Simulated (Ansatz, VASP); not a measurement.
# CaO (Lime): VASP beside Ansatz, part 2 of 2

Wanted: the spread between two codes on one cell, functional and k mesh.

VASP 6.6.1 and Ansatz 0.2.0.

So far: The structure; Ansatz: band structure, PBE0; VASP: band structure, PBE0.

## (4) Comparison

Known differences besides the PAW data sets themselves: exact exchange at q = 0 is treated differently, which shows on coarse meshes; VASP keeps PBE cores, Ansatz makes them for the functional; the cutoff is 420 eV in Ansatz and 460 eV in VASP; VASP takes a coarser grid for exact exchange (PRECFOCK = Fast). Total energies have different zeros and are not compared.

Both answers:

```
                     quantity  Ansatz   VASP  difference
gap over the path points (eV)   6.056  6.040      +0.016
```

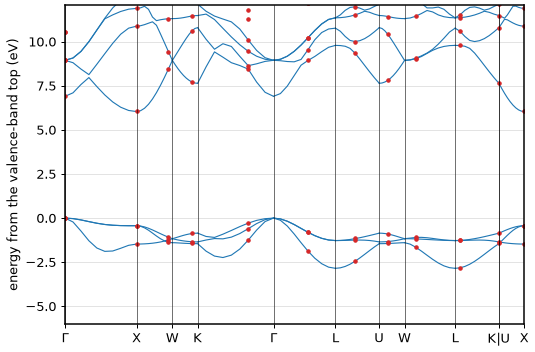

Bands from VASP (lines) and levels from Ansatz (dots). Dots without a line are higher empty bands that the VASP plot leaves out.

Levels at points of the path, from each program's valence-band top (eV; 3 filled, then empty):

```
k (reciprocal lattice)                              Ansatz                                VASP
     0.000 0.000 0.000       0.00 0.00 0.00 6.93 8.95 8.95       0.00 0.00 0.00 6.90 8.95 8.95
     0.500 0.000 0.500  -1.47 -0.43 -0.43 6.06 10.88 11.88  -1.47 -0.43 -0.43 6.04 10.88 11.89
     0.500 0.222 0.722   -1.36 -1.24 -1.08 8.45 9.44 11.30   -1.37 -1.24 -1.08 8.45 9.44 11.30
     0.403 0.347 0.750  -1.44 -1.34 -0.87 7.72 10.61 11.45  -1.45 -1.34 -0.87 7.71 10.62 11.46
     0.125 0.125 0.250    -1.24 -0.59 -0.28 8.46 8.64 9.46    -1.25 -0.60 -0.28 8.45 8.64 9.46
     0.278 0.278 0.278   -1.85 -0.79 -0.79 8.94 9.55 10.22   -1.87 -0.80 -0.80 8.93 9.54 10.22
     0.556 0.389 0.556  -2.44 -1.24 -1.16 9.36 10.01 11.51  -2.45 -1.25 -1.17 9.36 10.01 11.52
     0.583 0.250 0.667  -1.43 -1.33 -0.89 7.81 10.42 11.42  -1.44 -1.33 -0.90 7.80 10.43 11.43
     0.500 0.306 0.694   -1.64 -1.18 -1.09 9.04 9.06 11.44   -1.65 -1.18 -1.10 9.04 9.06 11.45
     0.486 0.486 0.528  -2.80 -1.26 -1.25 9.79 10.59 11.36  -2.82 -1.27 -1.27 9.78 10.59 11.36
```

Among the levels compared (up to four filled and three empty ones at each point), filled levels agree within 18 meV and empty ones within 25 meV.

## (5) Ansatz: band structure, r2SCAN-EpsX

The same path points are solved in both programs, so levels can be compared one by one.

input.yaml reads:

```yaml
crystal:
  lattice:
    - [0.0, 2.4065, 2.4065]
    - [2.4065, 0.0, 2.4065]
    - [2.4065, 2.4065, 0.0]
  atoms:
    - { symbol: Ca, position: [0.0, 0.0, 0.0] }
    - { symbol: O, position: [0.5, 0.5, 0.5] }
hamiltonian:
  xc: { exchange: r2scan, correlation: r2scan, exx: { coeff: 0.26 } }
  pseudopotentials: { kind: paw }
kpoints:
  mp_grid: { grid: [5, 5, 5] }
  band_path:
    path:
      - [0.0, 0.0, 0.0]
      - [0.5, 0.0, 0.5]
      - [0.5, 0.22222, 0.72222]
      - [0.40278, 0.34722, 0.75]
      - [0.125, 0.125, 0.25]
      - [0.27778, 0.27778, 0.27778]
      - [0.55556, 0.38889, 0.55556]
      - [0.58333, 0.25, 0.66667]
      - [0.5, 0.30556, 0.69444]
      - [0.48611, 0.48611, 0.52778]
      - [0.625, 0.25, 0.625]
      - [0.5, 0.0, 0.5]
    npoints: 1
scf:
  occupations: { method: gaussian, width: 0.03 }
  n_extra_bands: 7
output:
  forces: true
  stress: true
  eigenvalues: true
```

Started as:

```sh
$ ansatz run input.yaml --threads 4 --pin off --max-ram 9216MiB --backend cpu --events-out ev --progress --plain --runs-dir out
```

Numbers of over 12 decimals in the logs are rounded to 6 here.

Output:

```text
[...]
Crystal: 2 atoms, lattice volume = 27.873 Å³
Basis set: ecut = 500 eV, 725 PW (Γ), exchange–correlation on 100×100×100 points (64 copies of the dense FFT grid, shifted against one another)
Bands: 15, of which v1, the nominal top of the filled ones, is band 8 counted from 1 (7 counted from 0)
Symmetry: 48 space group operations
[...]
k-points: 10 of 125
[...]
--- Band table (eV; the first three rows and the last of 10) ---
  k-point 0: bands = [... 4 lower, -11.7976, 5.8932, 5.8932, 5.8932, 13.3668, 15.3687, 15.3687, 15.3687, ... 3 higher]
  k-point 1: bands = [... 4 lower, -11.1730, 4.7231, 5.4110, 5.4110, 14.9111, 15.3183, 16.0916, 16.0916, ... 3 higher]
  k-point 2: bands = [... 4 lower, -10.4552, 3.2924, 4.7424, 4.7424, 15.9067, 17.0372, 17.5286, 17.5286, ... 3 higher]
  k-point 9: bands = [... 4 lower, -10.9572, 4.1598, 4.7746, 4.9248, 14.5934, 16.3692, 17.9013, 18.7756, ... 3 higher]
[key lines of the parts left out:]
Free energy (F): -2393.429409 eV
Fermi energy:    9.252824 eV
P = ⅓ Tr σ = -2.5173 GPa (-25.173 kbar)
```

It took 6.7 s on 4 threads of Intel Xeon Gold 6455B (Sapphire Rapids), shared host; peak memory 0.72 GiB.

## (6) VASP: band structure, r2SCAN-EpsX

The same cell, functional, mesh and smearing now go to VASP, with its own data sets and cutoff.

INCAR reads:

```
SYSTEM = CaO
PREC = Accurate
ENCUT = 460
EDIFF = 1E-06
NELM = 100
ISMEAR = 0
SIGMA = 0.03
LREAL = .FALSE.
ALGO = Normal
LHFCALC = .TRUE.
AEXX = 0.26
METAGGA = R2SCAN
LASPH = .TRUE.
NBANDS = 14
PRECFOCK = Fast
HFRCUT = -1
LORBIT = 11
LWAVE = .FALSE.
LCHARG = .FALSE.
KPAR = 4
```

POSCAR reads:

```
CaO
1.0
    0.0000000000      2.4065000000      2.4065000000
    2.4065000000      0.0000000000      2.4065000000
    2.4065000000      2.4065000000      0.0000000000
Ca O
1 1
Direct
    0.0000000000      0.0000000000      0.0000000000
    0.5000000000      0.5000000000      0.5000000000
```

KPOINTS reads:

```
Automatic mesh
0
Gamma
5 5 5
0 0 0
```

KPOINTS_OPT reads:

```
Line mode
10
Line-mode
Reciprocal
  0.00000000   0.00000000   0.00000000 GAMMA
  0.50000000   0.00000000   0.50000000 X

  0.50000000   0.00000000   0.50000000 X
  0.50000000   0.25000000   0.75000000 W

  0.50000000   0.25000000   0.75000000 W
  0.37500000   0.37500000   0.75000000 K

  0.37500000   0.37500000   0.75000000 K
  0.00000000   0.00000000   0.00000000 GAMMA

  0.00000000   0.00000000   0.00000000 GAMMA
  0.50000000   0.50000000   0.50000000 L

  0.50000000   0.50000000   0.50000000 L
  0.62500000   0.25000000   0.62500000 U

  0.62500000   0.25000000   0.62500000 U
  0.50000000   0.25000000   0.75000000 W

  0.50000000   0.25000000   0.75000000 W
  0.50000000   0.50000000   0.50000000 L

  0.50000000   0.50000000   0.50000000 L
  0.37500000   0.37500000   0.75000000 K

  0.62500000   0.25000000   0.62500000 U
  0.50000000   0.00000000   0.50000000 X
```

PAW data sets: Ca_sv and O (PBE family, release 64).

Started as:

```sh
$ mpirun -np 4 vasp_std
```

Output:

```text
[banner, memory and clock lines left out]
running    4 mpi-ranks, on    1 nodes
[...]
|                                                                             |
|               ----> ADVICE to this user running VASP <----                  |
|                                                                             |
|     You enforced a specific xc type in the INCAR file but a different       |
|     [... a line on the potential file left out ...]
|     I HOPE YOU KNOW WHAT YOU ARE DOING!                                     |
|                                                                             |

 LDA part: xc-table for (None), standard interpolation
 found WAVECAR, reading the header
 POSCAR, INCAR and KPOINTS ok, starting setup
[...]
HFRCUT set to (new)   9.404513
 reading WAVECAR
 the WAVECAR file was read successfully
 initial charge from wavefunction
 entering main loop
       N       E                     dE             d eps       ncg     rms          rms(c)
[...]
DAV:  10    -0.205161235112E+02    0.71514E-06   -0.16460E-06   268   0.134E-02
   1 F= -.20516124E+02 E0= -.20516124E+02  d E =-.850821E-46
 Start KPOINTS_OPT (optional k-point list driver)
k-point batch [1-10\100]
       N       E                     dE             ncg
DAV:   1    -0.752174530780E+03   -0.40780E+04      280
DAV:   2    -0.222626402880E+04   -0.14741E+04      352
DAV:   3    -0.231634141172E+04   -0.90077E+02      310
DAV:   4    -0.231875631368E+04   -0.24149E+01      412
DAV:   5    -0.231880205377E+04   -0.45740E-01      354
DAV:   6    -0.231880282685E+04   -0.77309E-03      404
DAV:   7    -0.231880284716E+04   -0.20304E-04      288
DAV:   8    -0.231880284767E+04   -0.50920E-06      214
[...]
k-point batch [91-100\100]
       N       E                     dE             ncg
DAV:   1    -0.876909099804E+03   -0.72945E+04      280
DAV:   2    -0.227017194697E+04   -0.13933E+04      322
DAV:   3    -0.234544207811E+04   -0.75270E+02      340
DAV:   4    -0.234783238442E+04   -0.23903E+01      444
DAV:   5    -0.234789449395E+04   -0.62110E-01      402
DAV:   6    -0.234789601114E+04   -0.15172E-02      470
DAV:   7    -0.234789608183E+04   -0.70691E-04      414
DAV:   8    -0.234789608353E+04   -0.17008E-05      364
DAV:   9    -0.234789608366E+04   -0.12670E-06      296
```

OUTCAR, selected parts (step 6):

```text
 POSITION                                       TOTAL-FORCE (eV/Angst)
 -----------------------------------------------------------------------------------
      0.00000      0.00000      0.00000         0.000000     -0.000000     -0.000000
      2.40650      2.40650      2.40650        -0.000000      0.000000      0.000000
 -----------------------------------------------------------------------------------
    total drift:                                0.000000     -0.000000     -0.000000

  FREE ENERGIE OF THE ION-ELECTRON SYSTEM (eV)
  ---------------------------------------------------
  free  energy   TOTEN  =       -20.5161235112 eV

  energy  without entropy=      -20.5161235112  energy(sigma->0) =      -20.51612351

[... 2 parts as in an earlier step ...]

[... 1 further part left out ...]
[key lines of the parts left out:]
E-fermi :   0.8787
```

## (7) Side by side

What differs besides the data sets and the points named for the pairs above, as far as they apply: the cutoff is 500 eV in Ansatz and 460 eV in VASP. Total energies have different zeros and are not compared.

Compared:

```
                     quantity  Ansatz   VASP  difference
gap over the path points (eV)   6.517  6.505      +0.011
```

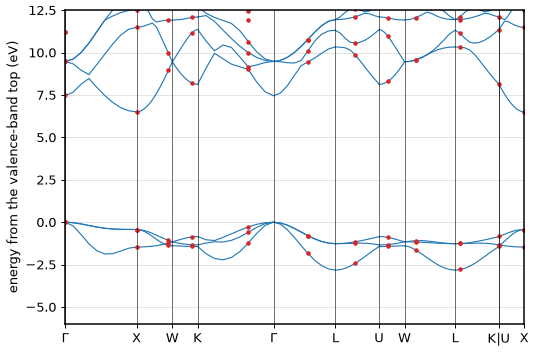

Bands from VASP (lines) and levels from Ansatz (dots). Dots without a line are higher empty bands that the VASP plot leaves out.

Levels at points of the path, from each program's valence-band top (eV; 3 filled, then empty):

```
k (reciprocal lattice)                               Ansatz                                 VASP
     0.000 0.000 0.000        0.00 0.00 0.00 7.47 9.48 9.48        0.00 0.00 0.00 7.46 9.48 9.48
     0.500 0.000 0.500   -1.47 -0.43 -0.43 6.52 11.50 12.54   -1.46 -0.43 -0.43 6.51 11.49 12.53
     0.500 0.222 0.722    -1.35 -1.23 -1.07 8.95 9.97 11.92    -1.36 -1.23 -1.07 8.95 9.97 11.91
     0.403 0.347 0.750   -1.43 -1.33 -0.86 8.21 11.16 12.07   -1.43 -1.33 -0.87 8.20 11.17 12.07
     0.125 0.125 0.250     -1.23 -0.59 -0.28 9.02 9.15 9.99    -1.23 -0.59 -0.28 9.01 9.16 10.00
     0.278 0.278 0.278   -1.83 -0.79 -0.79 9.45 10.11 10.77   -1.84 -0.80 -0.80 9.46 10.11 10.78
     0.556 0.389 0.556   -2.42 -1.23 -1.15 9.88 10.55 12.09   -2.43 -1.24 -1.16 9.88 10.55 12.11
     0.583 0.250 0.667   -1.42 -1.32 -0.89 8.30 10.97 12.04   -1.43 -1.32 -0.90 8.30 10.98 12.04
     0.500 0.306 0.694    -1.64 -1.17 -1.09 9.55 9.58 12.06    -1.64 -1.17 -1.09 9.55 9.58 12.06
     0.486 0.486 0.528  -2.79 -1.25 -1.25 10.32 11.14 11.94  -2.80 -1.26 -1.26 10.32 11.14 11.96
```

Among the levels compared (up to four filled and three empty ones at each point), filled levels agree within 12 meV and empty ones within 19 meV.

## (8) Results

```json
{
 "difference in gap over the path points (band structure, PBE0)": "0.016 eV",
 "difference in gap over the path points (band structure, r2SCAN-EpsX)": "0.011 eV"
}
```

What this shows: The difference in gap over the path points is 0.016 eV (band structure, PBE0), within the 0.08 eV picked in this series as the mark of a large difference. How closely two codes agree says nothing of how well the functional describes the real material.

[Lines on the potential files, build, host, timing and source positions are cut from VASP's logs without a mark.]

[Logs are printed without paths, hosts, clocks, repeated set-up lines and the standing remarks that a program may print on its own settings, such as how far it seeks lower states.]

[Hosts, paths, dates, database ids (printed as entryN), source tags and the programs' standing remarks are cut or masked in the printed files.]
